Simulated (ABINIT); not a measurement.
# A GW chain in ABINIT: GaN (P6_3mc), part 3 of 3

Wanted: ground state, empty states, screening and self-energy for GaN (P6_3mc).

ABINIT 10.8.3; PBE and many-body steps on it, plane waves. Known limits of the many-body steps: not at the basis limit; no spin-orbit coupling; coarse k mesh.

So far. Step 3 (Bands along the symmetry lines): The gap is 1.995 eV, as in the run before at this level. Step 4 (Empty states on the mesh, 3×3×2 mesh, 66 bands): On this mesh the gap is 1.995 eV.

The database entry behind the starting cell differs from later determinations by our own check (about 0.3 % short, ideal inner coordinate), so it need not match the best structure at ambient conditions.

**5. Screening, 3×3×2 mesh, 60 bands, screening to 108.8 eV**

The RPA dielectric matrix is built and inverted for each q.

This step: RPA screening on PBE, plane waves, norm-conserving pseudopotentials.

Contents of run.abi:

```
acell 3*1.0 Angstrom
rprim 
  3.179999999980 0.000000000005 0.000000000000
  -1.589999999994 2.753960784015 0.000000000000
  0.000000000000 0.000000000000 5.166000000000
ntypat 2
znucl 31 7
natom 4
typat 1 1 2 2
xred 
  0.333333333333 0.666666666667 0.000000000000
  0.666666666667 0.333333333333 0.500000000000
  0.333333333333 0.666666666667 0.375000000000
  0.666666666667 0.333333333333 0.875000000000
pp_dirpath "pseudos"
pseudos "Ga.upf, N.upf"
ecut 45
ngkpt 3 3 2
nshiftk 1
shiftk 0 0 0
kptopt 1
chksymbreak 0
istwfk *1
occopt 1
irdwfk 1
optdriver 3
nband 60
ecuteps 4
inclvkb 2
awtr 1
symchi 1
indata_prefix "in"
outdata_prefix "out"
tmpdata_prefix "tmp"
```

Launch:

```
$ OMP_NUM_THREADS=1 mpirun -n 8 abinit run.abi > log
```

Numbers of over 12 decimals in the logs are rounded to 6 here.

Output:

```text
.Version 10.8.3 of ABINIT. v10.8.2 released Aug 2026.

 Symmetries : space group P6_3 m c (#186); Bravais hP (primitive hexag.)
[... echo of the input left out ...]
== DATASET  1 ==================================================================
-   mpi_nproc: 8, omp_nthreads: 1 (-1 if OMP is not activated)

--- !DatasetInfo
iteration_state: {dtset: 1, }
dimensions: {natom: 4, nkpt: 6, mband: 60, nsppol: 1, nspinor: 1, nspden: 1, mpw: 4419, }
cutoff_energies: {ecut:  45.0, pawecutdg:  -1.0, }
electrons: {nelect:   5.20000000E+01, charge:   0.00000000E+00, occopt:   1.00000000E+00, tsmear:   1.00000000E-02, }

 SCREENING: Calculation of the susceptibility and dielectric matrices

 Based on a program developped by R.W. Godby, V. Olevano, G. Onida, and L. Reining.
 Incorporated in ABINIT by V. Olevano, G.-M. Rignanese, and M. Torrent.
.Using double precision arithmetic ; gwpc =  8

[... cell and pseudopotentials left out ...]
--------------------------------------------------------------------------------

 ==== K-mesh for the wavefunctions ====
 Number of points in the irreducible wedge :     6
[... list of points left out ...]
 Together with 12 symmetry operations and time-reversal symmetry
 yields    18 points in the full Brillouin Zone.

 ==== Q-mesh for the screening function ====
 Number of points in the irreducible wedge :     6
[... list of points left out ...]
 Together with 12 symmetry operations and time-reversal symmetry
 yields    18 points in the full Brillouin Zone.

 setmesh: FFT mesh size selected  =    24x   24x   40
          total number of points  =        23040

 vcoul_init : cutoff-mode = AUXILIARY_FUNCTION
 q-points for optical limit:   1
     1)      0.000010    0.000020    0.000030

- screening: taking advantage of time-reversal symmetry
- Maximum band index for partially occupied states nbvw = 26
- Remaining bands to be divided among processors   nbcw = 34
- Number of bands treated by each node ~4

 Number of electrons calculated from density =   52.0000; Expected =   52.0000
 average of density, n =  0.170321
 r_s =    1.1191
 omega_plasma =   39.8097 [eV]

 calculating chi0 at frequencies [eV] :
  1    0.000000E+00    0.000000E+00
  2    0.000000E+00    3.980974E+01

--------------------------------------------------------------------------------
  q-point number  1        q = ( 0.000000, 0.000000, 0.000000) [r.l.u.]
--------------------------------------------------------------------------------
[... chi0 elements left out ...]
 For q-point:  0.000010 0.000020 0.000030
  dielectric constant =   9.4641
  dielectric constant without local fields =  10.1255

  Average fulfillment of the sum rule on Im[epsilon] for q-point    1 :     23.26  [%]
[... wings left out ...]
  q-point number  2        q = ( 0.333333, 0.000000, 0.000000) [r.l.u.]
--------------------------------------------------------------------------------
[... chi0 elements left out ...]
  Average fulfillment of the sum rule on Im[epsilon] for q-point    2 :     27.19  [%]

 [... 4 further q-points ...]
```

The job ended after 6.9 s (8 MPI ranks of Arm Neoverse V1, shared host; peak memory 1.2 GiB; 54 s of CPU time).

Numbers from this step:

```
ε∞ with local fields, on this mesh, along the program's q direction : 9.464
the same without local fields                                       : 10.13
plasma frequency                                                    : 39.81 eV
plane waves in the screening matrix                                 : 111
```

Local fields lower ε∞ by 7 %. On a Γ-centred mesh this coarse the value itself is usually too large, while a short band sum pulls it down.

**6. Self-energy, 3×3×2 mesh, 60 bands, screening to 108.8 eV**

The self-energy is evaluated for the states that the input lists, and the levels follow from it, in one-shot runs by the linearised quasiparticle equation.

This step: G0W0 on PBE, plane waves, norm-conserving pseudopotentials.

Edit run.abi of step 5 so:

```diff
@@ -25,8 +25,15 @@
 irdwfk 1
-optdriver 3
+optdriver 4
 nband 60
+gwcalctyp 0
+ecutsigx 45
+symsigma 1
+nkptgw 1
+kptgw 
+  0.0000000000 0.0000000000 0.0000000000
+bdgw 
+  25 28
 ecuteps 4
-inclvkb 2
-awtr 1
-symchi 1
+irdscr 1
+ppmodel 1
 indata_prefix "in"
```

Output:

```text
.Version 10.8.3 of ABINIT. v10.8.2 released Aug 2026.

 Symmetries : space group P6_3 m c (#186); Bravais hP (primitive hexag.)
[... echo of the input left out ...]
== DATASET  1 ==================================================================
-   mpi_nproc: 8, omp_nthreads: 1 (-1 if OMP is not activated)

--- !DatasetInfo
iteration_state: {dtset: 1, }
dimensions: {natom: 4, nkpt: 6, mband: 60, nsppol: 1, nspinor: 1, nspden: 1, mpw: 4419, }
cutoff_energies: {ecut:  45.0, pawecutdg:  -1.0, }
electrons: {nelect:   5.20000000E+01, charge:   0.00000000E+00, occopt:   1.00000000E+00, tsmear:   1.00000000E-02, }

 SIGMA: Calculation of the GW corrections

 Based on a program developped by R.W. Godby, V. Olevano, G. Onida, and L. Reining.
 Incorporated in ABINIT by V. Olevano, G.-M. Rignanese, and M. Torrent.
.Using double precision arithmetic ; gwpc =  8

[... cell and pseudopotentials left out ...]
--------------------------------------------------------------------------------

 ==== K-mesh for the wavefunctions ====
 Number of points in the irreducible wedge :     6
[... list of points left out ...]
 Together with 12 symmetry operations and time-reversal symmetry
 yields    18 points in the full Brillouin Zone.

 ==== Q-mesh for screening function ====
 Number of points in the irreducible wedge :     6
[... list of points left out ...]
 Together with 12 symmetry operations and time-reversal symmetry
 yields    18 points in the full Brillouin Zone.

 vcoul_init : cutoff-mode = AUXILIARY_FUNCTION
 q-points for optical limit:   1
     1)      0.000010    0.000020    0.000030
 setmesh: FFT mesh size selected  =    32x   32x   60
          total number of points  =        61440

 Number of electrons calculated from density =   52.0000; Expected =   52.0000
 average of density, n =  0.170321
 r_s =    1.1191
 omega_plasma =   39.8097 [eV]

 === KS Band Gaps ===
  >>>> For spin  1
   Minimum direct gap =   1.9947 [eV], located at k-point      :   0.0000  0.0000  0.0000
   Fundamental gap    =   1.9947 [eV], Top of valence bands at :   0.0000  0.0000  0.0000
                                       Bottom of conduction at :   0.0000  0.0000  0.0000
 SIGMA fundamental parameters:
 PLASMON POLE MODEL  1
 number of plane-waves for SigmaX                 4367
 number of plane-waves for SigmaC and W            111
 number of plane-waves for wavefunctions          4367
 number of bands                                    60
 number of independent spin polarizations            1
 number of spinorial components                      1
 number of k-points in IBZ                           6
 number of q-points in IBZ                           6
 number of symmetry operations                      12
 number of k-points in BZ                           18
 number of q-points in BZ                           18
 number of frequencies for dSigma/dE                 9
 frequency step for dSigma/dE [eV]                0.25
 number of omega for Sigma on real axis              0
 max omega for Sigma on real axis  [eV]           0.00
 zcut for avoiding poles [eV]                     0.10

 EPSILON^-1 parameters (SCR file):
 dimension of the eps^-1 matrix on file            111
 dimension of the eps^-1 matrix used               111
 number of plane-waves for wavefunctions          4367
 number of bands                                    60
 number of q-points in IBZ                           6
 number of frequencies                               2
 number of real frequencies                          1
 number of imag frequencies                          1

 matrix elements of self-energy operator (all in [eV])

 Perturbative Calculation

--- !SelfEnergy_ee
iteration_state: {dtset: 1, }
kpoint     : [   0.000,    0.000,    0.000, ]
spin       : 1
KS_gap     :    1.995
QP_gap     :    2.719
Delta_QP_KS:    0.725
data: !SigmaeeData |
     Band     E0 <VxcDFT>   SigX SigC(E0)      Z dSigC/dE  Sig(E)    E-E0       E
       25   7.035 -19.170 -22.692   3.884   0.797  -0.255 -18.882   0.288   7.323
       26   7.035 -19.170 -22.692   3.884   0.797  -0.255 -18.882   0.288   7.323
       27   9.029 -14.201  -9.579  -3.389   0.822  -0.217 -13.188   1.013  10.042
       28  11.364 -13.972  -8.636  -3.862   0.830  -0.204 -12.748   1.224  12.587

== END DATASET(S) ==============================================================
================================================================================

 -outvars: echo values of variables after computation  --------
           etotal      0.0000000000E+00
            nband          60
             nkpt           6
          spgroup         186
 [... the other variables as echoed above ...]

 Calculation completed.
```

The job ended after 2.9 s (8 MPI ranks; peak memory 0.12 GiB; 23 s of CPU time).

Numbers from this step:

- G0W0 gap on the points computed: 2.719 eV
- starting gap on the mesh: 1.995 eV
- k of the valence top: 0, 0, 0
- k of the conduction bottom: 0, 0, 0
- Z at the valence top: 0.797
- Z at the conduction bottom: 0.822
- least direct G0W0 gap on the computed points: 2.719 eV

The gap on the mesh goes from 1.99 eV to 2.72 eV, a correction of +0.72 eV.

Limits: finite bands, cutoff and mesh; no spin-orbit coupling; coarse k mesh. v1 is the top filled band, c1 the lowest empty one. Levels before and after the correction, in eV, zero at the valence-band top of each column:

```
           conduction bottom  valence top
Kohn-Sham               1.99         0.00
     G0W0               2.72         0.00
```

```
             level  energy (eV)
Kohn-Sham  Γ v2-v1        0.000
Kohn-Sham     Γ c1        1.995
Kohn-Sham     Γ c2        4.329
     G0W0  Γ v2-v1        0.000
     G0W0     Γ c1        2.719
     G0W0     Γ c2        5.264
```

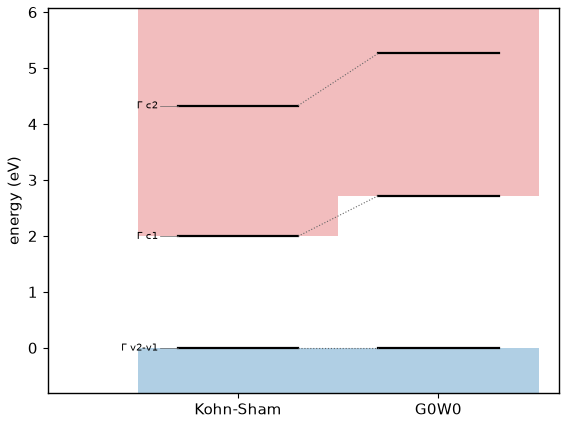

Levels before and after the correction. Shaded: valence and conduction bands.

**7. Where the time went**

Times are wall times on 8 MPI ranks of Arm Neoverse V1, shared host, good to a factor of about two.

```
                          step   time  share  memory (GiB)
                  ground state   21 s   30 %          0.71
bands along the symmetry lines   30 s   43 %          0.67
      empty states on the mesh    9 s   13 %          0.53
                     screening  6.9 s   10 %           1.2
                   self-energy  2.9 s    4 %          0.12
```

**8. Outcome**

| Item | Value |
| --- | --- |
| PBE gap | 1.99 eV, direct |
| G0W0 gap on the mesh | 2.72 eV |
| GW settings | 3×3×2 mesh, 60 bands, screening to 108.8 eV, Godby-Needs plasmon pole |
| known limits | not at the basis limit; no spin-orbit coupling; coarse k mesh |

In words: G0W0 moves the gap on the mesh from 1.99 eV to 2.72 eV (+0.72 eV), with Z of 0.80 and 0.82 at the edges. Local fields lower the RPA ε∞ on this mesh from 10.13 to 9.46; a Γ-centred mesh this coarse tends to raise both, most where the direct gap is narrow, while a short band sum lowers them. Only 1 of the mesh's irreducible points was corrected, so a valley elsewhere could overtake. Bands and cutoff are finite, so the gap is not at the basis limit. The miss can reach some tenths of an eV and take either sign; the mesh is an error of its own. In the G0W0 run levels were corrected at 1 k point alone, so a gap called «on the mesh» is the least over those, and an edge elsewhere would be missed. The 3×3×2 mesh is coarse for this cell, which bears on the long-range parts of exchange and screening. The many-body steps are scalar-relativistic: spin-orbit coupling is not in them.

[Paths, hosts, dates, memory and timing lines, banners, echoed tables and standing remarks are left out of the program output.]

[Logs are printed without paths, hosts, clocks, repeated set-up lines and the standing remarks that a program may print on its own settings, such as how far it seeks lower states.]

[Runs of the session that timed out or met a known fault of the program may be left out.]

[Hosts, paths, dates, database ids (printed as entryN), source tags and the programs' standing remarks are cut or masked in the printed files.]

[G0W0 gaps are taken among the corrected bands and points alone; a level outside them can change the order at an edge.]

[Where Ansatz stands beside ABINIT at settings called matched, ABINIT's density can come from a denser mesh and the files from another edition; pairs whose starting gaps differed by over 0.03 eV were left out, so agreement reads better than it is.]
